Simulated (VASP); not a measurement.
Band structure of VS$_{2}$ (space group P-3m1). Level of theory: LDA (Ceperley-Alder, Perdew-Zunger), VASP's LDA PAW potentials (set 64) (plane waves; VASP).

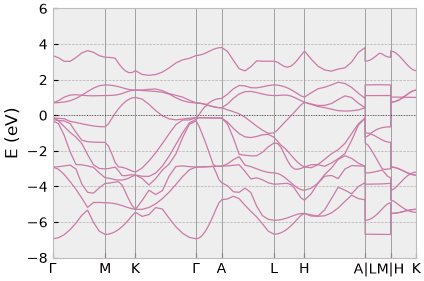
Fig. 1. Bands along high-symmetry lines, zero at the valence-band maximum or, without a gap, the Fermi level

Read the plot: is there a gap, and where are the band edges?

It has no gap at this level: it comes out as a metal or semimetal. (Edges off the drawn lines would not show.)

The structure comes from a computed database's VS2 entry (P-3m1); how it stands against other phases isn't given here. It was relaxed first, which changed the volume by -16 %. The run is not spin-polarised, so no magnetic state was tried. The electron count is odd and the run is not spin-polarised, which forces a metal.
